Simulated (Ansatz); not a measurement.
**Computed energy against volume: AgBr (rock salt)**

AgBr (rock salt)

```cif
data_Ag4Br4
_chemical_formula_sum 'Br4 Ag4'
_space_group_name_H-M_alt 'Fm-3m'
_space_group_IT_number 225
_space_group_name_Hall '-F 4 2 3'
_cell_length_a 5.84086
_cell_length_b 5.84086
_cell_length_c 5.84086
_cell_angle_alpha 90.000
_cell_angle_beta 90.000
_cell_angle_gamma 90.000
loop_
_atom_site_label
_atom_site_type_symbol
_atom_site_symmetry_multiplicity
_atom_site_Wyckoff_symbol
_atom_site_fract_x
_atom_site_fract_y
_atom_site_fract_z
_atom_site_occupancy
Br1 Br 4 a 0.00000 0.00000 0.00000 1
Ag1 Ag 4 b 0.50000 0.50000 0.50000 1
```
(The calculation used a cell of 2 atoms; values per cell refer to that cell.)

The volume is varied about the relaxed value V₀ at fixed cell shape. Symmetry pins the atoms to their sites.

Calculation: PBE (plane waves to 420 eV, PAW, scalar-relativistic; Ansatz, a quantum-chemistry and plane-wave program). k mesh 10×10×10 (Γ-centred), Fermi-Dirac smearing 0.05 eV. The energy includes the smearing's −TS. Compression counts positive. AgBr was relaxed with its symmetry unable to fall. ΔE is measured from the relaxed starting cell.

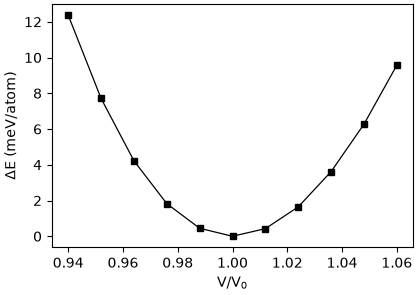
*ΔE (meV/atom) against V/V₀; computed points joined by lines.*

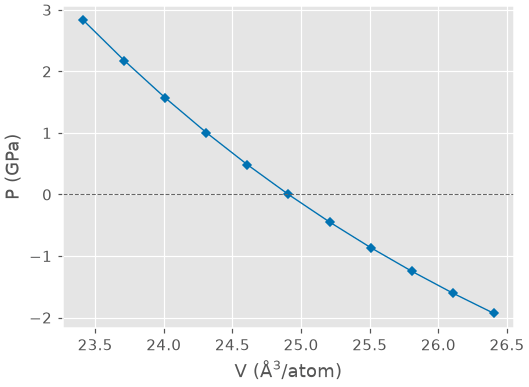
Fig. 1. P (GPa) against V (Å³/atom); one marker a computed point.

The pressure for 5 % compression (fit) is 2.3 GPa and the pressure at the smallest volume comes out as 2.83 GPa. The bulk modulus B₀ (third-order Birch-Murnaghan fit) is 38.7 GPa and the energy cost of the largest expansion is 9.6 meV/atom. The equilibrium volume of the fit is 24.91 Å³/atom.

P = (3B₀/2)(x⁷ − x⁵)[1 + ¾(B₀′ − 4)(x² − 1)] with x = (1/0.95)^(1/3), B₀ = 38.7 GPa and B₀′ = 5.38.

(Under strain, the slope of the energy per volume gives the stress and its curvature an elastic modulus.)
